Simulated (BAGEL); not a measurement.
**[CF3]+ (SMILES F[C+](F)F): HF/def2-SVPD (density fitting with qzvpp-jkfit)**

Aim: the vertical ionisation energy of [CF3]+ at HF/def2-SVPD (density fitting with qzvpp-jkfit), from 2 runs. 

The results are computed with BAGEL 1.2.2.

**1. Starting point**

The species is [CF3]+ (4 atoms), meant as a singlet with charge +1. SMILES: `F[C+](F)F`. The coordinates come from a PBE0-D4/def2-TZVP relaxation.

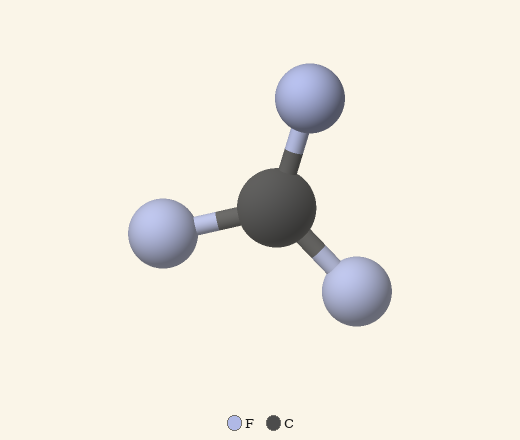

Viewed from a chosen angle; fluorine light blue, carbon dark grey.

**2. The energy at HF/def2-SVPD (density fitting with qzvpp-jkfit)**

Contents of input.json:

```json
{ "bagel" : [

{
  "title" : "molecule",
  "basis" : "def2-svpd.json",
  "df_basis" : "qzvpp-jkfit",
  "angstrom" : true,
  "geometry" : [
    { "atom" : "F", "xyz" : [    0.698600,   -0.114600,    1.005400 ] },
    { "atom" : "C", "xyz" : [    0.000000,    0.000000,    0.000000 ] },
    { "atom" : "F", "xyz" : [   -0.609500,   -0.973400,   -0.439400 ] },
    { "atom" : "F", "xyz" : [   -0.089000,    1.088000,   -0.566000 ] }
  ]
},
{
  "title" : "hf",
  "charge" : 1
},
{
  "title" : "print",
  "file" : "orbitals.molden",
  "orbitals" : true
}

]}
```

The basis set def2-SVPD is read from a file made from the Basis Set Exchange's data (not shown).

Run with:

```console
$ BAGEL_NUM_THREADS=1 BAGEL input.json > input.out
```

The program printed:

```text
* using 1 threads per process

  ===============================================================
  ===============================================================

  *** Geometry ***

  { "atom" : "F", "xyz" : [      1.320163,     -0.216563,      1.899931 ] },
  { "atom" : "C", "xyz" : [      0.000000,      0.000000,      0.000000 ] },
  { "atom" : "F", "xyz" : [     -1.151788,     -1.839459,     -0.830346 ] },
  { "atom" : "F", "xyz" : [     -0.168186,      2.056022,     -1.069585 ] },

  Number of auxiliary basis functions:      306

  Since a DF basis is specified, we compute 2- and 3-index integrals:
    o Being stored without compression. Storage requirement is 0.019 GB

  Number of basis functions:       89
  Number of electrons      :       33

    * METHOD: MOLECULE                             0.15

  *** RHF ***

  === Nuclear Repulsion ===
   130.0927920167

      * DIIS with orbital gradients will be used.

  === RHF iteration (def2-svpd.json) ===
      0       -335.23561254          0.02873665           0.04
      1       -335.43044011          0.02018558           0.04
      2       -335.55022797          0.00118068           0.04
      3       -335.55114332          0.00015752           0.04
      4       -335.55116203          0.00003593           0.04
      5       -335.55116316          0.00000769           0.04
      6       -335.55116321          0.00000203           0.04
      7       -335.55116321          0.00000047           0.04
      8       -335.55116321          0.00000017           0.04
      9       -335.55116321          0.00000006           0.04
     10       -335.55116321          0.00000001           0.04
     11       -335.55116321          0.00000000           0.04
    * SCF iteration converged.

    * Permanent dipole moment:
           (    0.000062,    -0.000013,    -0.000004) a.u.

    * METHOD: HF                                   0.58

    * METHOD: PRINT                                0.02

  ===============================================================
```

It took 0.93 s on 1 thread of Arm Neoverse N1, shared host; peak memory 0.083 GiB.

**3. Doublet [CF3]2+ at the same level**

Contents of job.json:

```json
{ "bagel": [

{
  "title": "molecule",
  "basis": "def2-svpd.json",
  "df_basis": "qzvpp-jkfit",
  "angstrom": "true",
  "geometry": [
    { "atom": "F", "xyz": [       0.698600,      -0.114600,       1.005400 ] },
    { "atom": "C", "xyz": [       0.000000,       0.000000,       0.000000 ] },
    { "atom": "F", "xyz": [      -0.609500,      -0.973400,      -0.439400 ] },
    { "atom": "F", "xyz": [      -0.089000,       1.088000,      -0.566000 ] }
  ]
},

{ "title": "uhf", "charge": 2, "nopen": 1 },

{ "title": "print", "file": "orbitals.molden", "orbitals": "true" }

]}
```

The basis set def2-SVPD is read from a file made from the Basis Set Exchange's data (not shown).

Run with:

```console
$ BAGEL_NUM_THREADS=1 BAGEL job.json > job.out
```

The program printed:

```text
* using 1 threads per process

  ===============================================================
  ===============================================================

  *** Geometry ***

  { "atom" : "F", "xyz" : [      1.320163,     -0.216563,      1.899931 ] },
  { "atom" : "C", "xyz" : [      0.000000,      0.000000,      0.000000 ] },
  { "atom" : "F", "xyz" : [     -1.151788,     -1.839459,     -0.830346 ] },
  { "atom" : "F", "xyz" : [     -0.168186,      2.056022,     -1.069585 ] },

  Number of auxiliary basis functions:      306

  Since a DF basis is specified, we compute 2- and 3-index integrals:
    o Being stored without compression. Storage requirement is 0.019 GB

  Number of basis functions:       89
  Number of electrons      :       33

    * METHOD: MOLECULE                             0.15

  *** Open-shell HF ***

  === Nuclear Repulsion ===
   130.0927920167

      * DIIS with orbital gradients will be used.

  === UHF iteration (def2-svpd.json) ===
      0       -334.30525727          0.05353907           0.08
      1       -334.49773854          0.03093070           0.08
      2       -334.54571576          0.01806101           0.08
      3       -334.57156672          0.00081260           0.08
      4       -334.57192862          0.00021057           0.08
      5       -334.57198858          0.00006522           0.08
      6       -334.57200754          0.00001025           0.08
      7       -334.57200940          0.00000403           0.08
      8       -334.57201000          0.00000542           0.08
      9       -334.57201008          0.00000514           0.08
     10       -334.57201008          0.00000510           0.08
     11       -334.57201003          0.00000407           0.08
     12       -334.57201020          0.00000198           0.08
     13       -334.57201029          0.00000040           0.08
     14       -334.57201029          0.00000049           0.08
     15       -334.57201029          0.00000017           0.08
     16       -334.57201029          0.00000012           0.08
     17       -334.57201029          0.00000006           0.08
     18       -334.57201029          0.00000002           0.08
     19       -334.57201029          0.00000001           0.08
     20       -334.57201029          0.00000001           0.08
    * SCF iteration converged.

    * S^2 (UHF) is 0.7865

    * Permanent dipole moment:
           (    0.000086,    -0.000009,     0.000028) a.u.

    * METHOD: UHF                                  1.80

    * METHOD: PRINT                                0.03

  ===============================================================
```

Wall time 2.1 s (1 thread of Arm Neoverse N1, shared host); peak memory 0.083 GiB.

**4. Results**

Level: HF/def2-SVPD (density fitting with qzvpp-jkfit).

| quantity | value |
| --- | --- |
| singlet [CF3]+: total energy | -335.55116 Eh |
| singlet [CF3]+: HOMO energy | -28.13 eV |
| singlet [CF3]+: LUMO energy | -5.69 eV |
| singlet [CF3]+: HOMO–LUMO gap | 22.43 eV |
| doublet [CF3]2+: total energy | -334.57201 Eh |
| doublet [CF3]2+: ⟨S²⟩ | 0.786 |
| vertical ionisation energy (to the doublet dication) | 26.644 eV |

**Reading.** The vertical ionisation energy comes to 26.64 eV (614 kcal/mol). The negative HOMO energy of the first species, 28.13 eV, lies 1.48 eV above that difference.
